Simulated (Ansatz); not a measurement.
# CH2GeN (SMILES N#[C][GeH2]): UHF/def2-SVPD

Aim: the electronic atomisation energy of CH2GeN at UHF/def2-SVPD, from 5 runs. 

The calculation is run with Ansatz 0.2.0.

57 further runs of the same task are left out: 57 set aside as unsound or not needed.

### Step 1. The structure to begin with

CH2GeN has 5 atoms, charge 0, and is taken as a doublet. As SMILES, `N#[C][GeH2]`. The shape is that of a PBE0-D4/def2-TZVP optimisation.

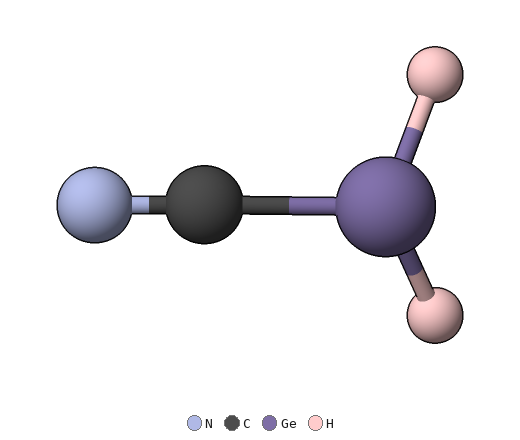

Viewed from a chosen angle; nitrogen light blue, carbon dark grey, germanium purple, hydrogen pink.

### Step 2. A single-point energy at UHF/def2-SVPD

The input, in.yaml:

```yaml
crystal:
  periodic: [false, false, false]
  atoms:
    - {symbol: N, position_ang: [1.590700, -1.029300, 1.293200]}
    - {symbol: C, position_ang: [0.838400, -0.535900, 0.570400]}
    - {symbol: Ge, position_ang: [-0.315900, 0.241400, -0.740100]}
    - {symbol: H, position_ang: [-1.658900, -0.498000, -0.695900]}
    - {symbol: H, position_ang: [-0.404300, 1.748400, -0.468900]}
basis:
  gaussian:
    orbitals: def2-SVPD
magnetization:
  spin_polarized: true
  initial_magnetization: 1
hamiltonian:
  xc: hf
accuracy: high
output: {orbitals: {seedname: orbitals}}
```

Run with:

```console
$ ansatz run in.yaml --threads 1 --pin off --max-ram 3480MiB --events-out events.jsonl --progress --plain --runs-dir runs
```

The log of the run:

```text
Warning: RAYON_NUM_THREADS=1 ignored (pool sized by the plan → 1); use --threads N
Functional definition: HF
  name "HF"
  exchange = exact_x
  correlation = 0
1836 factors; integrals over basis functions are off by at most 4.0e-9 eV
mean field evaluation 1: about -59003.8507 eV, gradient 2.2e1 eV
mean field evaluation 2: about -59003.9292 eV, gradient 2.2e1 eV
mean field evaluation 4: about -59007.0525 eV, gradient 2.9e0 eV
mean field evaluation 8: about -59007.1757 eV, gradient 2.7e-1 eV
mean field evaluation 16: about -59007.1852 eV, gradient 1.5e-4 eV
mean field evaluation 32: about -59003.3871 eV, gradient 1.2e1 eV
mean field evaluation 64: about -58999.1515 eV, gradient 1.4e1 eV
mean field -59007.18524933 eV, -2168.4740614062 hartree, gradient 1.7e-8 eV, S^2 0.803076; 1 other end points of the search recorded, 0 dependent functions left out
reference -59007.18524933 eV, -2168.4740614062 hartree; 24, 23 occupied and 70, 71 virtual orbitals, 1836 factors
Total energy: -59007.18524933 eV, -2168.4740614062 hartree
```

Run time: 7.5 s. Hardware: 1 thread of Arm Neoverse V2, shared host; peak memory 0.33 GiB.

### Step 3. The C atom

The input, molecule.yaml:

```yaml
crystal:
  periodic: [false, false, false]
  atoms:
    - {symbol: C, position_ang: [0.000000, 0.000000, 0.000000]}
basis:
  gaussian:
    orbitals: def2-SVPD
magnetization:
  spin_polarized: true
  initial_magnetization: 2
hamiltonian:
  xc: hf
accuracy: high
```

Run the same way, it converges to -37.64626 Eh (log not shown).

### Step 4. The Ge atom

The input, run.yaml:

```yaml
crystal:
  periodic: [false, false, false]
  atoms:
    - symbol: Ge
      position_ang: [0.000000, 0.000000, 0.000000]
basis:
  gaussian: {orbitals: def2-SVPD}
magnetization: {spin_polarized: true, initial_magnetization: 2}
hamiltonian: {xc: hf}
accuracy: high
```

Run the same way, it converges to -2075.05852 Eh (log not shown).

### Step 5. The H atom, same level

The input, run.yaml:

```yaml
crystal:
  periodic: [false, false, false]
  atoms:
    - {symbol: H, position_ang: [0.000000, 0.000000, 0.000000]}
basis:
  gaussian:
    orbitals: def2-SVPD
magnetization:
  spin_polarized: true
  initial_magnetization: 1
hamiltonian:
  xc: hf
accuracy: high
```

Run the same way, it converges to -0.49928 Eh (log not shown).

### Step 6. The N atom, same level

The input, in.yaml:

```yaml
crystal:
  periodic: [false, false, false]
  atoms:
    - {symbol: N, position_ang: [0.000000, 0.000000, 0.000000]}
basis:
  gaussian:
    orbitals: def2-SVPD
magnetization:
  spin_polarized: true
  initial_magnetization: 3
hamiltonian:
  xc: hf
accuracy: high
```

Run the same way, it converges to -54.33726 Eh (log not shown).

### Step 7. Results

At UHF/def2-SVPD:

| quantity | value |
| --- | --- |
| molecule: total energy | -2168.47406 Eh |
| molecule: HOMO energy (highest over α and β) | -9.99 eV |
| molecule: LUMO energy (lowest over α and β) | 0.04 eV |
| molecule: ⟨S²⟩ | 0.803 |
| C atom: total energy | -37.64626 Eh |
| C atom: ⟨S²⟩ | 2.010 |
| Ge atom: total energy | -2075.05852 Eh |
| Ge atom: ⟨S²⟩ | 2.011 |
| H atom: total energy | -0.49928 Eh |
| H atom: ⟨S²⟩ | 0.750 |
| N atom: total energy | -54.33726 Eh |
| N atom: ⟨S²⟩ | 3.759 |
| electronic atomisation energy | 11.795 eV |

In words: Taking the molecule apart into free atoms costs 11.80 eV (1138 kJ/mol), before zero-point energy and without spin-orbit coupling. Hartree–Fock lacks the correlation of the bonding pairs, which as a rule makes this value much too low; in minimal bases other errors can mask that.
